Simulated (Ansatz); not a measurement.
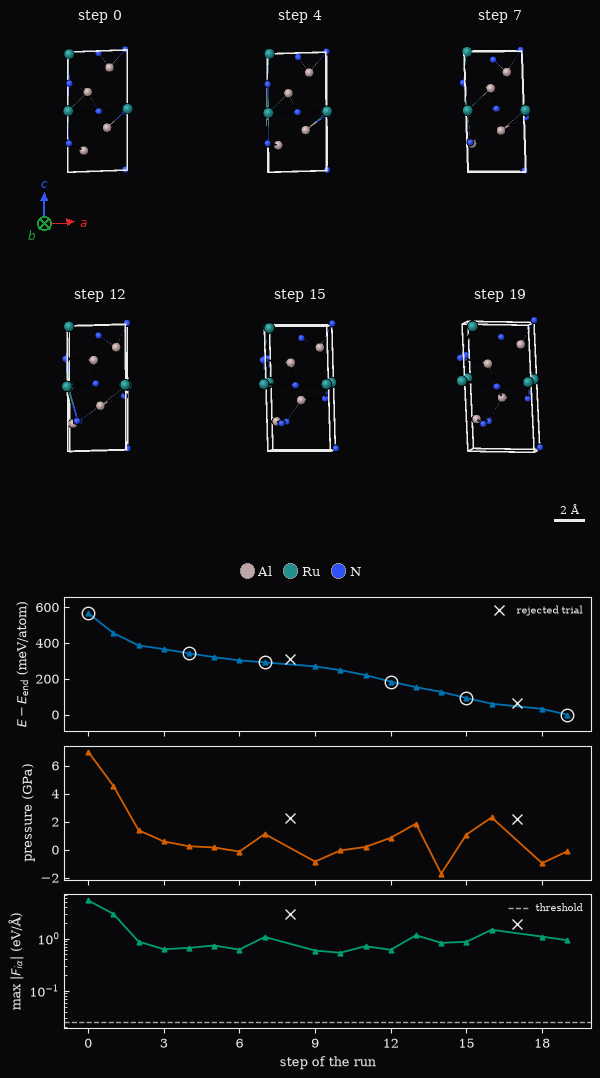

Frames of a relaxation of crystalline Al$_{2}$RuN$_{3}$ (a generated structure, set up in P1) (coarse preliminary run), marked on the history of the run. Style: ball-and-stick. Shown: the cell of the calculation, along the b axis.

The calculation used DFT PBE, scalar-relativistic, plane waves, PAW (Ansatz).

The input:
```yaml
crystal:
  lattice:
    - [-2.8079986447, 1.6285630308, 2.4350166805]
    - [0.1261615412, -3.2859639531, 2.5906124448]
    - [5.7200528344, 3.0258449595, 5.1288881359]
  atoms:
    - { symbol: Al, position: [0.6606763947, 0.6297954193, 0.3588713176] }
    - { symbol: Al, position: [0.70074349, 0.6904567282, 0.8586517206] }
    - { symbol: Al, position: [0.2694202958, 0.3679625189, 0.1755686735] }
    - { symbol: Al, position: [0.3333988476, 0.3087818997, 0.6616085446] }
    - { symbol: Ru, position: [1.0056613615, 0.0066784378, 0.5099861539] }
    - { symbol: Ru, position: [0.0226043761, 0.0248637904, -0.0169912706] }
    - { symbol: "N", position: [0.5156351873, -0.061630649, 0.9834954903] }
    - { symbol: "N", position: [0.5209392919, 0.0201742268, 0.4982526358] }
    - { symbol: "N", position: [1.018247977, -0.0023088235, 0.2405392344] }
    - { symbol: "N", position: [0.0248492147, 0.008311172, 0.7385596387] }
    - { symbol: "N", position: [-0.0337123028, 0.5049768995, 0.0044098176] }
    - { symbol: "N", position: [-0.0384641338, 0.50193838, 0.4870480437] }
basis:
  ecutwfc: 420
kpoints:
  mp_grid: { grid: [6, 6, 4] }
hamiltonian:
  xc: pbe
scf:
  occupations: { method: gaussian, width: 0.2 }
  lower_state_search: "off"
output:
  forces: true
  stress: true
  eigenvalues: true
relax:
  adjacent_minimum: "off"
  f_tol: 0.025
  max_steps: 60
  cell: { stress_tol: 0.25 }
```

Launched with:
```bash
ansatz run input.yaml --threads 1 --pin off --max-ram 2560MiB --backend cpu --events-out ev --progress --plain --runs-dir out
```

Q: What happens along the run?

A: The run was cut off at its time limit before the relaxation converged, so the last structure is only a point on the way. The energy falls by 568 meV per atom in 17 accepted moves (19 points after the start). The largest force component goes from 5.4 to 0.94 eV/Å. The pressure goes from 7.00 to −0.11 GPa. The line search rejected the trial steps at points 8, 17 of the run. The largest move relative to the cell is that of N9, 1.18 Å roughly along [3 −2 0]. Largest moves by element: N 1.18 Å, Al 0.94 Å, Ru 0.60 Å. The drawn cell changes as follows: a 4.058 → 4.553 Å (+12.2 %), b 4.186 → 3.707 Å (−11.5 %), c 8.257 → 8.772 Å (+6.2 %), α 83.2° → 79.3°, β 87.7° → 92.7°, γ 88.0° → 77.7°; the volume changes by +1.8 %. Some distances before and after: Al1–N9 2.263 → 4.088 Å, Al2–N10 3.341 → 1.856 Å, Al1–N9 (another image) 3.113 → 1.876 Å, Al4–N7 3.021 → 1.872 Å. New bonds form, among them: Al1–N8 (2.74 → 2.18 Å), Al1–N9 (another periodic image) (3.11 → 1.88 Å), Al2–N10 (3.34 → 1.86 Å), Al3–N12 (2.92 → 1.85 Å). Bonds break, among them: Al1–N9 (2.26 → 4.09 Å), Al4–N12 (2.20 → 2.92 Å), Ru5–N9 (2.23 → 3.33 Å), Ru6–N7 (2.10 → 3.11 Å). Bond angles that change, for instance: N10–Ru5–N12 102.4° → 161.5°, Ru5–N10–Ru6 176.9° → 118.5°, N12–Ru5–N12 165.6° → 112.7°. The space group stays P1 (No. 1). From step 0 to 4: Al3 moves most (0.58 Å), volume −1.2 %, energy −225 meV per atom. From step 4 to 7: Al4 moves most (0.50 Å), volume +0.8 %, energy −50.4 meV per atom. From step 7 to 12: Al and N atoms move most (0.41 Å), energy −108 meV per atom. From step 12 to 15: Al1 moves most (0.43 Å), volume +1.3 %, energy −91.2 meV per atom. From step 15 to 19: Ru6 moves most (0.36 Å), volume +0.7 %, energy −93.0 meV per atom.

```json
{"step": "0", "E − E(0), meV/atom": "0.00", "largest force component, eV/Å": "5.4080", "pressure, GPa": "7.00", "volume, Å³/atom": "11.593", "note": ""}
{"step": "1", "E − E(0), meV/atom": "-112.16", "largest force component, eV/Å": "2.9941", "pressure, GPa": "4.56", "volume, Å³/atom": "11.412", "note": ""}
{"step": "2", "E − E(0), meV/atom": "-180.90", "largest force component, eV/Å": "0.8827", "pressure, GPa": "1.40", "volume, Å³/atom": "11.350", "note": ""}
{"step": "3", "E − E(0), meV/atom": "-201.70", "largest force component, eV/Å": "0.6286", "pressure, GPa": "0.59", "volume, Å³/atom": "11.406", "note": ""}
{"step": "4", "E − E(0), meV/atom": "-225.33", "largest force component, eV/Å": "0.6687", "pressure, GPa": "0.25", "volume, Å³/atom": "11.459", "note": ""}
{"step": "5", "E − E(0), meV/atom": "-246.56", "largest force component, eV/Å": "0.7407", "pressure, GPa": "0.17", "volume, Å³/atom": "11.551", "note": ""}
{"step": "6", "E − E(0), meV/atom": "-264.57", "largest force component, eV/Å": "0.6172", "pressure, GPa": "-0.13", "volume, Å³/atom": "11.564", "note": ""}
{"step": "7", "E − E(0), meV/atom": "-275.75", "largest force component, eV/Å": "1.0830", "pressure, GPa": "1.12", "volume, Å³/atom": "11.548", "note": ""}
{"step": "8", "E − E(0), meV/atom": "-256.70", "largest force component, eV/Å": "3.0025", "pressure, GPa": "2.27", "volume, Å³/atom": "11.540", "note": "rejected"}
{"step": "9", "E − E(0), meV/atom": "-298.32", "largest force component, eV/Å": "0.5925", "pressure, GPa": "-0.84", "volume, Å³/atom": "11.586", "note": ""}
{"step": "10", "E − E(0), meV/atom": "-318.87", "largest force component, eV/Å": "0.5387", "pressure, GPa": "-0.05", "volume, Å³/atom": "11.551", "note": ""}
{"step": "11", "E − E(0), meV/atom": "-346.76", "largest force component, eV/Å": "0.7176", "pressure, GPa": "0.20", "volume, Å³/atom": "11.556", "note": ""}
{"step": "12", "E − E(0), meV/atom": "-383.43", "largest force component, eV/Å": "0.6136", "pressure, GPa": "0.86", "volume, Å³/atom": "11.558", "note": ""}
{"step": "13", "E − E(0), meV/atom": "-414.13", "largest force component, eV/Å": "1.1648", "pressure, GPa": "1.86", "volume, Å³/atom": "11.614", "note": ""}
{"step": "14", "E − E(0), meV/atom": "-440.69", "largest force component, eV/Å": "0.8327", "pressure, GPa": "-1.70", "volume, Å³/atom": "11.971", "note": ""}
{"step": "15", "E − E(0), meV/atom": "-474.68", "largest force component, eV/Å": "0.8723", "pressure, GPa": "1.09", "volume, Å³/atom": "11.711", "note": ""}
{"step": "16", "E − E(0), meV/atom": "-506.69", "largest force component, eV/Å": "1.4818", "pressure, GPa": "2.31", "volume, Å³/atom": "11.567", "note": ""}
{"step": "17", "E − E(0), meV/atom": "-503.75", "largest force component, eV/Å": "1.9001", "pressure, GPa": "2.21", "volume, Å³/atom": "11.669", "note": "rejected"}
{"step": "18", "E − E(0), meV/atom": "-535.57", "largest force component, eV/Å": "1.0958", "pressure, GPa": "-0.95", "volume, Å³/atom": "11.787", "note": ""}
{"step": "19", "E − E(0), meV/atom": "-567.70", "largest force component, eV/Å": "0.9363", "pressure, GPa": "-0.11", "volume, Å³/atom": "11.799", "note": ""}
```
